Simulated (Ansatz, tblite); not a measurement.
# WS2(OH)2 (H2O2S2W): spin-state energies by level

Is the singlet the ground state of WS2(OH)2 (H2O2S2W)? Other spin states are computed and compared level by level.

Computed with Ansatz 0.2.0, Gaussian basis. Level: as each input shows.

The runs, in order: triplet, at the geometry of the singlet (GFN1-xTB, GFN2-xTB, PBE0-D4/def2-TZVP, PBE-D4/def2-TZVP, r2SCAN-D4/def2-TZVP); the singlet's energies come from earlier runs.

### Step 1. The relaxed structure

The singlet was relaxed beforehand with r2SCAN-D4/def2-SVP.

7 atoms, charge 0, spin multiplicity 1.

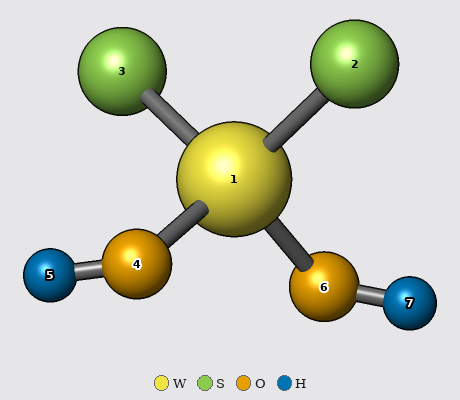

The structure; tungsten yellow, sulfur green, oxygen amber, hydrogen blue; atoms are numbered from 1 in the order of the file.

Formally the metal is d0. W takes a core potential in the def2 sets. No spin-orbit coupling is included.

### Step 2. Triplet at the fixed geometry, GFN1-xTB

Tight binding, by tblite at 300 K electronic temperature and without a spin-polarisation term:

```python
tblite.interface.Calculator('GFN1-xTB', numbers, positions, charge=0, uhf=2).singlepoint()
```

Energy -548.4493 eV; 0.005 s.

### Step 3. Triplet at the fixed geometry, GFN2-xTB

Tight binding, by tblite at 300 K electronic temperature and without a spin-polarisation term:

```python
tblite.interface.Calculator('GFN2-xTB', numbers, positions, charge=0, uhf=2).singlepoint()
```

Energy -492.1743 eV; 0.007 s.

### Step 4. Triplet at the fixed geometry, PBE0-D4/def2-TZVP

The input, in.yaml:

```yaml
crystal:
  periodic: [false, false, false]
  atoms:
    - {symbol: W, position_ang: [0.244788, 0.002110, 0.172692]}
    - {symbol: S, position_ang: [0.254684, -0.204327, 2.305804]}
    - {symbol: S, position_ang: [2.254651, 0.225946, -0.536668]}
    - {symbol: O, position_ang: [-0.758094, 1.528985, -0.271737]}
    - {symbol: H, position_ang: [-0.491400, 2.191464, -0.925405]}
    - {symbol: O, position_ang: [-0.492014, -1.540281, -0.609974]}
    - {symbol: H, position_ang: [-1.012615, -2.203898, -0.134722]}
basis:
  gaussian: {orbitals: def2-TZVP}
magnetization: {spin_polarized: true, initial_magnetization: 2}
hamiltonian: {xc: pbe0, dispersion: d4}
scf: {omitted_lower_state_checks: [starts]}
output: {orbitals: {seedname: orbitals}}
```

Started as:

```sh
$ ansatz run in.yaml --threads 4 --pin off --events-out ev --progress --plain --max-ram 3916MiB
```

Standard output:

```text
Functional definition: PBE0
  name "PBE0"
  cite "Adamo & Barone, J. Chem. Phys. 110, 6158 (1999) doi:10.1063/1.478522"
  cite "Perdew, Burke & Ernzerhof, Phys. Rev. Lett. 77, 3865 (1996) doi:10.1103/PhysRevLett.77.3865"
  parent pbe
  parameter a = 0.25
  parameter kappa = 0.804
  parameter beta = 0.06672455060314922
  exchange = (1 - a)*pbe_x(kappa = kappa, mu = beta*pi^2/3) + a*exact_x
  correlation = pbe_c(beta = beta)
these checks for a lower state are left out or cut short: starts
1332 factors; their error is unknown
mean field evaluation 1: about -27607.6836 eV, gradient 5.1e1 eV
mean field evaluation 2: about -27550.7300 eV, gradient 1.2e2 eV
mean field evaluation 4: about -27616.0662 eV, gradient 6.9e0 eV
mean field evaluation 8: about -27616.2612 eV, gradient 1.4e-1 eV
mean field evaluation 16: about -27616.3295 eV, gradient 1.9e-2 eV
mean field evaluation 32: about -27616.3296 eV, gradient 1.5e-4 eV
mean field -27616.32963560 eV, -1014.8813950878 hartree, gradient 6.3e-6 eV, S^2 2.027270; 0 other end points of the search recorded, 0 dependent functions left out
reference -27616.32966461 eV, -1014.8813961540 hartree; 33, 31 occupied and 155, 157 virtual orbitals, 1332 factors
Total energy: -27616.53742084 eV, -1014.8890310544 hartree
Checks for a lower state left out: starts
```

It took 17 s on 4 threads of Arm Neoverse V2, shared host; peak memory 1 GiB.

HOMO -4.71 eV, LUMO -5.30 eV (over both spins; with the spin held, an empty level of the minority spin lies below the top filled one); ⟨S²⟩ 2.027 (pure: 2.00).

### Step 5. Triplet at the fixed geometry, PBE-D4/def2-TZVP

start.molden holds the orbitals of an earlier run on this state, given as this run's starting guess.

Changes to in.yaml since step 4:

```diff
@@ -11,5 +11,5 @@
 basis:
-  gaussian: {orbitals: def2-TZVP}
+  gaussian: {orbitals: def2-TZVP, initial_orbitals: start.molden}
 magnetization: {spin_polarized: true, initial_magnetization: 2}
-hamiltonian: {xc: pbe0, dispersion: d4}
+hamiltonian: {xc: pbe, dispersion: d4}
 scf: {omitted_lower_state_checks: [starts]}
```

Launched as before.

Standard output:

```text
Functional definition: PBE
  name "PBE"
  cite "Perdew, Burke & Ernzerhof, Phys. Rev. Lett. 77, 3865 (1996) doi:10.1103/PhysRevLett.77.3865"
  parent pbe
  parameter kappa = 0.804
  parameter beta = 0.06672455060314922
  exchange = pbe_x(kappa = kappa, mu = beta*pi^2/3)
  correlation = pbe_c(beta = beta)
these checks for a lower state are left out or cut short: starts
1236 factors; their error is unknown
mean field evaluation 1: about -27616.4228 eV, gradient 9.4e0 eV
mean field evaluation 2: about -27616.6120 eV, gradient 2.8e-1 eV
mean field evaluation 4: about -27616.6030 eV, gradient 1.8e-1 eV
mean field evaluation 8: about -27616.6031 eV, gradient 6.9e-5 eV
mean field -27616.60310276 eV, -1014.8914448204 hartree, gradient 5.6e-6 eV, S^2 2.007481; 0 other end points of the search recorded, 0 dependent functions left out
reference -27616.60314049 eV, -1014.8914462070 hartree; 33, 31 occupied and 155, 157 virtual orbitals, 1236 factors
Total energy: -27616.84402962 eV, -1014.9002987194 hartree
Checks for a lower state left out: starts
```

It took 4.8 s on 4 threads of Arm Neoverse V2, shared host.

HOMO -3.36 eV, LUMO -6.06 eV (over both spins; with the spin held, an empty level of the minority spin lies below the top filled one); ⟨S²⟩ 2.007 (pure: 2.00).

### Step 6. Triplet at the fixed geometry, r2SCAN-D4/def2-TZVP

Changes to in.yaml since step 5:

```diff
@@ -13,3 +13,3 @@
 magnetization: {spin_polarized: true, initial_magnetization: 2}
-hamiltonian: {xc: pbe, dispersion: d4}
+hamiltonian: {xc: r2scan, dispersion: d4}
 scf: {omitted_lower_state_checks: [starts]}
```

The command is unchanged.

Standard output:

```text
Functional definition: r2SCAN
  name "r2SCAN"
  cite "Furness, Kaplan, Ning, Perdew & Sun, J. Phys. Chem. Lett. 11, 8208 (2020) doi:10.1021/acs.jpclett.0c02405"
  cite "Furness, Kaplan, Ning, Perdew & Sun, J. Phys. Chem. Lett. 11, 9248 (2020) doi:10.1021/acs.jpclett.0c03077"
  parent r2scan
  parameter k0 = 0.174
  parameter k1 = 0.065
  parameter a1 = 4.9479
  exchange = r2scan_x(k0 = k0, k1 = k1, a1 = a1)
  correlation = r2scan_c
these checks for a lower state are left out or cut short: starts
1236 factors; their error is unknown
mean field evaluation 1: about -27626.3945 eV, gradient 6.1e0 eV
mean field evaluation 2: about -27626.4609 eV, gradient 1.2e-1 eV
mean field evaluation 4: about -27626.4466 eV, gradient 4.0e-2 eV
mean field evaluation 8: about -27626.4467 eV, gradient 1.5e-5 eV
mean field -27626.44665669 eV, -1015.2531887551 hartree, gradient 7.9e-6 eV, S^2 2.017433; 0 other end points of the search recorded, 0 dependent functions left out
reference -27626.44666965 eV, -1015.2531892314 hartree; 33, 31 occupied and 155, 157 virtual orbitals, 1236 factors
Total energy: -27626.50074810 eV, -1015.2551765778 hartree
Checks for a lower state left out: starts
```

Run time: 25 s. Hardware: 4 threads of Arm Neoverse V2, shared host; peak memory 0.59 GiB.

Report: HOMO -3.66 eV, LUMO -5.97 eV (over both spins; with the spin held, an empty level of the minority spin lies below the top filled one); ⟨S²⟩ 2.017 (pure: 2.00).

### Step 7. Triplet less singlet, vertical

The singlet's energies are those of its earlier runs, whose logs aren't repeated here.

```tsv
level	triplet less singlet, vertical (kcal/mol)	time
GFN1-xTB	+77.8	0.01 s
GFN2-xTB	+58.4	0.013 s
PBE-D4/def2-TZVP	+63.3	6.6 s
r2SCAN-D4/def2-TZVP	+62.6	29 s
PBE0-D4/def2-TZVP	+59.3	21 s
```

Times add the two runs; a level without a time comes out of a correlated run. Tight binding without a spin term can't rank spin states.

### Step 8. Outcome

| quantity | value |
| --- | --- |
| triplet less singlet, vertical, functionals in def2-TZVP | +59.3 (PBE0-D4) to +63.3 kcal/mol (PBE-D4) |

In words: All functionals put the triplet above the singlet, over a spread of 4.0 kcal/mol. The checks for a lower triplet were left out, so another state of that spin may lie lower. The singlet here is a closed shell; an open-shell singlet can lie lower. These are electronic energies, without zero-point motion, entropy or surroundings. Spin-orbit coupling is left out too; for so heavy a metal it can shift spin gaps by tenths of an eV.
